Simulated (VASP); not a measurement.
# Fe: structure and properties in VASP, part 5 of 6

What structure does Fe take at this level, and what are its properties? Left out of this account: 1 further run (core levels: core levels are not valid at this level). The start is a cell from a database of measured crystal structures.

VASP 6.6.1, plane waves and PAW; the level of theory is named at each step.

Still holding for the runs below: The magnetic order is the lowest of the few collinear ones tried above; longer or canted patterns were not tried. The k-mesh is coarse for a metal.

So far. Step 11 (Electric field gradients (r2SCAN)): The run ends at a pressure of -0.05 GPa. Step 12 (Volume scan with r2SCAN): The pressure here is 15.34 GPa.

The database entry behind the starting cell differs from later determinations by our own check (an axis about 0.7 % long against later determinations), so it need not match the best structure at ambient conditions.

## (13) Volume scan with r2SCAN (run 2)

Level of this step: r2SCAN, spin-polarised from a ferromagnetic start (one magnetic atom a cell); plane waves and PAW (Fe) (VASP).

INCAR reads:

```
SYSTEM = Fe
PREC = Accurate
ENCUT = 400
EDIFF = 1E-06
NELM = 100
ISMEAR = 1
SIGMA = 0.2
LREAL = .FALSE.
ALGO = Normal
METAGGA = R2SCAN
LASPH = .TRUE.
NBANDS = 12
ISPIN = 2
MAGMOM = 2.677
LMAXMIX = 4
LORBIT = 11
LWAVE = .FALSE.
LCHARG = .FALSE.
KPAR = 4
ISIF = 2
```

POSCAR reads:

```
Fe
1.0
   -1.4090989160      1.4090989160      1.4090989160
    1.4090989160     -1.4090989160      1.4090989160
    1.4090989160      1.4090989160     -1.4090989160
Fe
1
Direct
    0.0000000000      0.0000000000      0.0000000000
```

KPOINTS reads:

```
Automatic mesh
0
Gamma
11 11 11
0 0 0
```

The projector-augmented-wave data sets are Fe (PBE family, release 64).

On the command line:

```bash
$ mpirun -np 4 vasp_std
```

What it wrote:

```text
[... set-up lines as in an earlier step ...]
 entering main loop
       N       E                     dE             d eps       ncg     rms          rms(c)
DAV:   1     0.103029548232E+02    0.10303E+02   -0.34539E+03  2972   0.690E+02
DAV:   2    -0.151109724305E+02   -0.25414E+02   -0.23297E+02  2788   0.121E+02
DAV:   3    -0.157076631986E+02   -0.59669E+00   -0.59350E+00  3108   0.215E+01
DAV:   4    -0.157101155902E+02   -0.24524E-02   -0.24520E-02  3016   0.124E+00
DAV:   5    -0.157101334045E+02   -0.17814E-04   -0.17813E-04  3084   0.107E-01    0.122E+01
DAV:   6    -0.143257342238E+02    0.13844E+01   -0.13967E+01  3208   0.508E+01    0.656E+00
DAV:   7    -0.143135007719E+02    0.12233E-01   -0.11337E+00  3220   0.122E+01    0.442E+00
DAV:   8    -0.143421811677E+02   -0.28680E-01   -0.57250E-02  3372   0.173E+00    0.271E+00
DAV:   9    -0.143134167585E+02    0.28764E-01   -0.20976E-01  3152   0.400E+00    0.178E+00
DAV:  10    -0.143377994557E+02   -0.24383E-01   -0.11362E-02  3064   0.109E+00    0.957E-01
DAV:  11    -0.143465068579E+02   -0.87074E-02   -0.37575E-02  2984   0.174E+00    0.241E-01
DAV:  12    -0.143476144592E+02   -0.11076E-02   -0.61263E-04  3188   0.238E-01    0.126E-01
DAV:  13    -0.143478429363E+02   -0.22848E-03   -0.20359E-04  3032   0.116E-01    0.438E-02
DAV:  14    -0.143478780856E+02   -0.35149E-04   -0.23532E-05  3104   0.438E-02    0.269E-02
DAV:  15    -0.143478900898E+02   -0.12004E-04   -0.10185E-05  2976   0.270E-02    0.418E-03
DAV:  16    -0.143478852235E+02    0.48663E-05   -0.67054E-07  1504   0.949E-03    0.325E-03
DAV:  17    -0.143478872902E+02   -0.20666E-05   -0.32050E-07  1440   0.482E-03    0.719E-04
DAV:  18    -0.143478855876E+02    0.17026E-05   -0.21797E-08  1400   0.186E-03    0.381E-04
DAV:  19    -0.143478850642E+02    0.52335E-06   -0.40594E-09  1392   0.609E-04
   1 F= -.14347885E+02 E0= -.14348272E+02  d E =0.116050E-02  mag=     2.6115
```

Elapsed: 7.6 s, on 4 MPI ranks of Intel Xeon 6975P-C (Granite Rapids), shared host; peak memory 0.48 GiB.

OUTCAR, selected parts (step 13):

```text
   ENCUT  =  400.0 eV  29.40 Ry    5.42 a.u.   3.98  3.98  3.98*2*pi/ulx,y,z

   NELECT =       8.0000    total number of electrons

 E-fermi :   5.8775

 spin component 1
 k-point     1 :       0.0000    0.0000    0.0000
  band No.  band energies     occupation
    ...
      2       2.8608      1.00000
      3       2.8611      1.00000
      4       2.8611      1.00000
      5       4.1763      1.00000
      6       4.1763      1.00000
      7      32.1413      0.00000
      8      32.1415      0.00000
      9      32.1415      0.00000
     10      37.3195      0.00000
     11      37.3195      0.00000
    ...

 k-point     2 :       0.0909    0.0000    0.0000
  band No.  band energies     occupation
    ...
      2       2.7699      1.00000
      3       2.8556      1.00000
      4       3.0481      1.00000
      5       4.0910      1.00000
      6       4.1837      1.00000
      7      29.9115      0.00000
      8      31.5476      0.00000
      9      31.8271      0.00000
     10      36.3106      0.00000
     11      36.4721      0.00000
    ...

  Total        0.6718306      0.6718306      0.6718306      0.0000000      0.0000000      0.0000000
  in kB       96.1802506     96.1802506     96.1802506      0.0000000      0.0000000      0.0000000
  external PRESSURE =      96.1802506 kB  Pullay stress =       0.0000000 kB

 POSITION                                       TOTAL-FORCE (eV/Angst)
 -----------------------------------------------------------------------------------
      0.00000      0.00000      0.00000        -0.000000     -0.000000      0.000000
 -----------------------------------------------------------------------------------
    total drift:                                0.000000      0.000000     -0.000000

  FREE ENERGIE OF THE ION-ELECTRON SYSTEM (eV)
  ---------------------------------------------------
  free  energy   TOTEN  =       -14.3478850642 eV

  energy  without entropy=      -14.3490455602  energy(sigma->0) =      -14.34827190

 magnetization (x)
# of ion       s       p       d       tot
------------------------------------------
    1       -0.013  -0.118   2.794   2.663

[... 4 parts as in an earlier step ...]

[... 17 further parts left out ...]
```

Numbers from this step:

```yaml
scf_cycles: 19
free_energy_toten: -14.35 eV
energy_at_zero_smearing: -14.35 eV
fermi_energy: 5.878 eV
pressure: 9.618 GPa
moment_of_the_cell_from_the_last_line_of_the_log: 2.611 μB
```

The pressure falls from 15.34 to 9.62 GPa.

The run ends at a pressure of 9.62 GPa.

## (14) Volume scan with r2SCAN (run 3)

INCAR is that of step 13.

POSCAR reads:

```
Fe
1.0
   -1.4188171466      1.4188171466      1.4188171466
    1.4188171466     -1.4188171466      1.4188171466
    1.4188171466      1.4188171466     -1.4188171466
Fe
1
Direct
    0.0000000000      0.0000000000      0.0000000000
```

KPOINTS is that of step 13.

On the command line:

```bash
$ mpirun -np 4 vasp_std
```

What it wrote:

```text
[... set-up lines as in an earlier step ...]
 entering main loop
       N       E                     dE             d eps       ncg     rms          rms(c)
DAV:   1     0.126544331324E+02    0.12654E+02   -0.35026E+03  2928   0.694E+02
DAV:   2    -0.150099702989E+02   -0.27664E+02   -0.25337E+02  2800   0.126E+02
DAV:   3    -0.157285157868E+02   -0.71855E+00   -0.71378E+00  3100   0.237E+01
DAV:   4    -0.157315584177E+02   -0.30426E-02   -0.30424E-02  3036   0.139E+00
[...]
DAV:  15    -0.143588652104E+02    0.37836E-05   -0.21660E-06  2004   0.153E-02    0.160E-03
DAV:  16    -0.143588620651E+02    0.31454E-05   -0.37653E-07  1448   0.596E-03    0.171E-03
DAV:  17    -0.143588620323E+02    0.32708E-07   -0.41379E-08  1416   0.200E-03
   1 F= -.14358862E+02 E0= -.14359097E+02  d E =0.703844E-03  mag=     2.6090
```

Run time: 7 s. Hardware: 4 MPI ranks; peak memory 0.45 GiB; 26 s of CPU time.

OUTCAR, selected parts (step 14):

```text
  Total        0.3187991      0.3187991      0.3187991     -0.0000000     -0.0000000      0.0000000
  in kB       44.7083249     44.7083249     44.7083249     -0.0000000     -0.0000000      0.0000000
  external PRESSURE =      44.7083249 kB  Pullay stress =       0.0000000 kB

 POSITION                                       TOTAL-FORCE (eV/Angst)
 -----------------------------------------------------------------------------------
      0.00000      0.00000      0.00000        -0.000000      0.000000      0.000000
 -----------------------------------------------------------------------------------
    total drift:                                0.000000      0.000000     -0.000000

  FREE ENERGIE OF THE ION-ELECTRON SYSTEM (eV)
  ---------------------------------------------------
  free  energy   TOTEN  =       -14.3588620323 eV

  energy  without entropy=      -14.3595658762  energy(sigma->0) =      -14.35909665

 magnetization (x)
# of ion       s       p       d       tot
------------------------------------------
    1       -0.014  -0.121   2.803   2.669

[... 1 part as in an earlier step ...]

[... 2 further parts left out ...]
[key lines of the parts left out:]
E-fermi :   5.7091
```

The pressure falls from 9.62 to 4.47 GPa.

The run ends at a pressure of 4.47 GPa.

## (15) Volume scan with r2SCAN (run 4)

INCAR is that of step 14.

POSCAR reads:

```
Fe
1.0
   -1.4284040398      1.4284040398      1.4284040398
    1.4284040398     -1.4284040398      1.4284040398
    1.4284040398      1.4284040398     -1.4284040398
Fe
1
Direct
    0.0000000000      0.0000000000      0.0000000000
```

KPOINTS is that of step 14.

On the command line:

```bash
$ mpirun -np 4 vasp_std
```

What it wrote:

```text
[... set-up lines as in an earlier step ...]
 entering main loop
       N       E                     dE             d eps       ncg     rms          rms(c)
[... 13 cycles as in an earlier step ...]
DAV:  14    -0.143629331517E+02    0.99418E-05   -0.13867E-06  2220   0.117E-02    0.253E-03
DAV:  15    -0.143629300748E+02    0.30769E-05   -0.17196E-07  1432   0.458E-03    0.825E-04
DAV:  16    -0.143629289818E+02    0.10931E-05   -0.15030E-08  1412   0.123E-03    0.270E-04
DAV:  17    -0.143629285089E+02    0.47284E-06   -0.46495E-09  1396   0.597E-04
   1 F= -.14362929E+02 E0= -.14363092E+02  d E =0.491839E-03  mag=     2.6078
```

It took 6.8 s on 4 MPI ranks; peak memory 0.49 GiB; 25 s of CPU time.

Parts of OUTCAR (step 15):

```text
  Total       -0.0035129     -0.0035129     -0.0035129     -0.0000000     -0.0000000     -0.0000000
  in kB       -0.4828007     -0.4828007     -0.4828007     -0.0000000     -0.0000000     -0.0000000
  external PRESSURE =      -0.4828007 kB  Pullay stress =       0.0000000 kB

  FREE ENERGIE OF THE ION-ELECTRON SYSTEM (eV)
  ---------------------------------------------------
  free  energy   TOTEN  =       -14.3629285089 eV

  energy  without entropy=      -14.3634203482  energy(sigma->0) =      -14.36309246

[... 4 parts as in an earlier step ...]

[... 1 further part left out ...]
[key lines of the parts left out:]
E-fermi :   5.5486
```

The pressure falls from 4.47 to -0.05 GPa.

The run ends at a pressure of -0.05 GPa.

## (16) Volume scan with r2SCAN (run 5)

INCAR is that of step 15.

POSCAR reads:

```
Fe
1.0
   -1.4378639449      1.4378639449      1.4378639449
    1.4378639449     -1.4378639449      1.4378639449
    1.4378639449      1.4378639449     -1.4378639449
Fe
1
Direct
    0.0000000000      0.0000000000      0.0000000000
```

KPOINTS is that of step 15.

On the command line:

```bash
$ mpirun -np 4 vasp_std
```

What it wrote:

```text
[... set-up lines as in an earlier step ...]
 entering main loop
       N       E                     dE             d eps       ncg     rms          rms(c)
DAV:   1     0.107589752340E+02    0.10759E+02   -0.33888E+03  2948   0.673E+02
DAV:   2    -0.151237406003E+02   -0.25883E+02   -0.23564E+02  2804   0.122E+02
DAV:   3    -0.157576444198E+02   -0.63390E+00   -0.63244E+00  3128   0.222E+01
DAV:   4    -0.157604386724E+02   -0.27943E-02   -0.27939E-02  2976   0.132E+00
[...]
DAV:  14    -0.143606688583E+02    0.10729E-04   -0.48906E-07  1952   0.640E-03    0.171E-03
DAV:  15    -0.143606667955E+02    0.20628E-05   -0.13228E-07  1444   0.404E-03    0.804E-04
DAV:  16    -0.143606660852E+02    0.71031E-06   -0.41899E-08  1428   0.170E-03
   1 F= -.14360666E+02 E0= -.14360815E+02  d E =0.445416E-03  mag=     2.6073
```

Elapsed: 7.4 s, on 4 MPI ranks; peak memory 0.48 GiB; 28 s of CPU time.

Parts of OUTCAR (step 16):

```text
  Total       -0.3015671     -0.3015671     -0.3015671     -0.0000000      0.0000000     -0.0000000
  in kB      -40.6332144    -40.6332144    -40.6332144     -0.0000000      0.0000000     -0.0000000
  external PRESSURE =     -40.6332144 kB  Pullay stress =       0.0000000 kB

  FREE ENERGIE OF THE ION-ELECTRON SYSTEM (eV)
  ---------------------------------------------------
  free  energy   TOTEN  =       -14.3606660852 eV

  energy  without entropy=      -14.3611115016  energy(sigma->0) =      -14.36081456

 magnetization (x)
# of ion       s       p       d       tot
------------------------------------------
    1       -0.015  -0.123   2.822   2.684

[... 2 parts as in an earlier step ...]

[... 2 further parts left out ...]
[key lines of the parts left out:]
E-fermi :   5.3952
```

The pressure falls from -0.05 to -4.06 GPa.

The run ends at a pressure of -4.06 GPa.

## (17) Volume scan with r2SCAN (run 6)

INCAR is that of step 16.

POSCAR reads:

```
Fe
1.0
   -1.4472009854      1.4472009854      1.4472009854
    1.4472009854     -1.4472009854      1.4472009854
    1.4472009854      1.4472009854     -1.4472009854
Fe
1
Direct
    0.0000000000      0.0000000000      0.0000000000
```

KPOINTS is that of step 16.

On the command line:

```bash
$ mpirun -np 4 vasp_std
```

What it wrote:

```text
[... set-up lines as in an earlier step ...]
 entering main loop
       N       E                     dE             d eps       ncg     rms          rms(c)
DAV:   1     0.112204458244E+02    0.11220E+02   -0.34446E+03  2952   0.670E+02
DAV:   2    -0.151202930086E+02   -0.26341E+02   -0.23928E+02  2800   0.120E+02
DAV:   3    -0.157665842392E+02   -0.64629E+00   -0.64179E+00  3124   0.221E+01
DAV:   4    -0.157693165849E+02   -0.27323E-02   -0.27321E-02  3028   0.130E+00
[...]
DAV:  13    -0.143529024010E+02   -0.98493E-05   -0.48843E-05  2956   0.532E-02    0.855E-03
DAV:  14    -0.143529009020E+02    0.14990E-05   -0.10131E-06  1956   0.105E-02    0.166E-03
DAV:  15    -0.143529005371E+02    0.36495E-06   -0.84407E-08  1472   0.257E-03
   1 F= -.14352901E+02 E0= -.14353071E+02  d E =0.512620E-03  mag=     2.6074
```

Wall time 6.4 s (4 MPI ranks); peak memory 0.46 GiB; 23 s of CPU time.

OUTCAR, selected parts (step 17):

```text
  Total       -0.5751074     -0.5751074     -0.5751074      0.0000000      0.0000000     -0.0000000
  in kB      -75.9999012    -75.9999012    -75.9999012      0.0000000      0.0000000     -0.0000000
  external PRESSURE =     -75.9999012 kB  Pullay stress =       0.0000000 kB

  FREE ENERGIE OF THE ION-ELECTRON SYSTEM (eV)
  ---------------------------------------------------
  free  energy   TOTEN  =       -14.3529005371 eV

  energy  without entropy=      -14.3534131568  energy(sigma->0) =      -14.35307141

 magnetization (x)
# of ion       s       p       d       tot
------------------------------------------
    1       -0.015  -0.123   2.831   2.693

[... 2 parts as in an earlier step ...]

[... 2 further parts left out ...]
[key lines of the parts left out:]
E-fermi :   5.2480
```

The pressure falls from -4.06 to -7.60 GPa.

The run ends at a pressure of -7.60 GPa.

## (18) Volume scan with r2SCAN (run 7)

A prediction first. A parabola through the 6 pressures of evenly scaled cells so far, P = -0.06 -214.0 t +562 t² GPa with t = ln(V/V₁) and V₁ the volume at scale 1, gives -10.62 GPa at t = +0.0583.

INCAR is that of step 17.

POSCAR reads:

```
Fe
1.0
   -1.4564190746      1.4564190746      1.4564190746
    1.4564190746     -1.4564190746      1.4564190746
    1.4564190746      1.4564190746     -1.4564190746
Fe
1
Direct
    0.0000000000      0.0000000000      0.0000000000
```

KPOINTS is that of step 17.

On the command line:

```bash
$ mpirun -np 4 vasp_std
```

What it wrote:

```text
[... set-up lines as in an earlier step ...]
 entering main loop
       N       E                     dE             d eps       ncg     rms          rms(c)
DAV:   1     0.111928216633E+02    0.11193E+02   -0.33821E+03  2904   0.659E+02
DAV:   2    -0.151464003019E+02   -0.26339E+02   -0.24271E+02  2744   0.121E+02
DAV:   3    -0.157725491010E+02   -0.62615E+00   -0.62371E+00  3172   0.221E+01
DAV:   4    -0.157753768519E+02   -0.28278E-02   -0.28275E-02  2972   0.134E+00
[...]
DAV:  13    -0.143403487457E+02   -0.81325E-05   -0.40243E-05  3024   0.460E-02    0.611E-03
DAV:  14    -0.143403474893E+02    0.12564E-05   -0.32714E-07  1868   0.565E-03    0.233E-03
DAV:  15    -0.143403473091E+02    0.18018E-06   -0.97395E-08  1456   0.311E-03
   1 F= -.14340347E+02 E0= -.14340563E+02  d E =0.647069E-03  mag=     2.6085
```

Run time: 6.2 s. Hardware: 4 MPI ranks; peak memory 0.47 GiB.

From OUTCAR (step 18):

```text
  Total       -0.8295018     -0.8295018     -0.8295018     -0.0000000      0.0000000     -0.0000000
  in kB     -107.5496085   -107.5496085   -107.5496085     -0.0000000      0.0000000     -0.0000000
  external PRESSURE =    -107.5496085 kB  Pullay stress =       0.0000000 kB

  FREE ENERGIE OF THE ION-ELECTRON SYSTEM (eV)
  ---------------------------------------------------
  free  energy   TOTEN  =       -14.3403473091 eV

  energy  without entropy=      -14.3409943780  energy(sigma->0) =      -14.34056300

 magnetization (x)
# of ion       s       p       d       tot
------------------------------------------
    1       -0.016  -0.123   2.841   2.702

[... 2 parts as in an earlier step ...]

[... 2 further parts left out ...]
[key lines of the parts left out:]
E-fermi :   5.1062
```

The pressure falls from -7.60 to -10.75 GPa. The parabola predicted -10.62 GPa, +0.13 GPa off.

## (19) The series together

Times are for 4 MPI ranks of Intel Xeon 6975P-C (Granite Rapids), shared host. The series side by side:

```csv
no.,volume scale,energy above the lowest point (meV/atom),pressure (GPa),time,memory (GiB)
1,0.94,33.58,15.34,7.2 s,0.47
2,0.96,14.82,9.618,7.6 s,0.48
3,0.98,4,4.471,7 s,0.45
4,1,0,-0.04828,6.8 s,0.49
5,1.02,2.28,-4.063,7.4 s,0.48
6,1.04,10.02,-7.600,6.4 s,0.46
7,1.06,22.53,-10.75,6.2 s,0.47
```

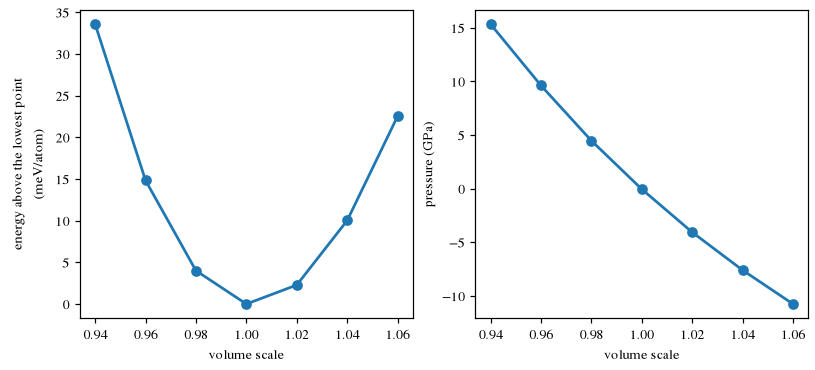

The series as plots.

## (20) Fit for r2SCAN

This step: Birch-Murnaghan fit, r2SCAN; plane waves and PAW (VASP 6.6.1).

This step runs nothing: it gathers the runs above.

This step gave:

```yaml
pressure_derivative_of_the_bulk_modulus: 5.082
r_m_s_error_of_the_fit: 2.42e-5 eV/atom
minimum_inside_the_sampled_range: yes
bulk_modulus: 209.1 GPa
equilibrium_volume_of_the_fit: 11.68 Å³/atom
```

The energy above the fitted minimum by volume:

```csv
volume (Å³/atom),energy above the fitted minimum (eV/atom)
10.958,0.0336
11.191,0.0148
11.425,0.00400
11.658,4.3e-6
11.891,0.00228
12.124,0.0100
12.357,0.0225
```

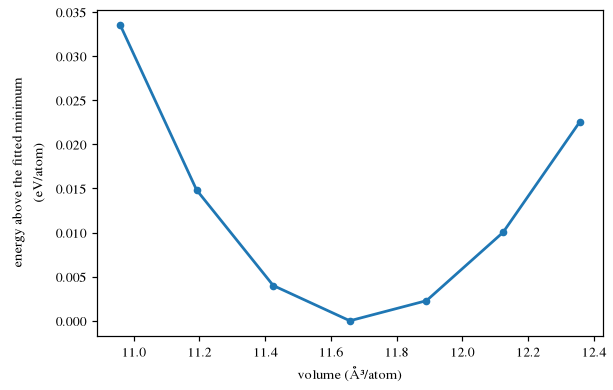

Energy above the fitted minimum, plotted against volume.

The fitted volume lies +0.23 % from the relaxed one. At a finite cutoff and mesh the minimum of the energy and the zero of the stress don't quite coincide, and the relaxation stops at a threshold.

(Part 5 of 6 ends here.)

[Lines on the potential files, build, host, timing and source positions are cut from VASP's logs without a mark.]

[Logs are printed without paths, hosts, clocks, repeated set-up lines and the standing remarks that a program may print on its own settings, such as how far it seeks lower states.]

[Hosts, paths, dates, database ids (printed as entryN), source tags and the programs' standing remarks are cut or masked in the printed files.]

[Measured values are set beside computed ones only where the two were judged alike; some that the calculation misses by far are left out.]
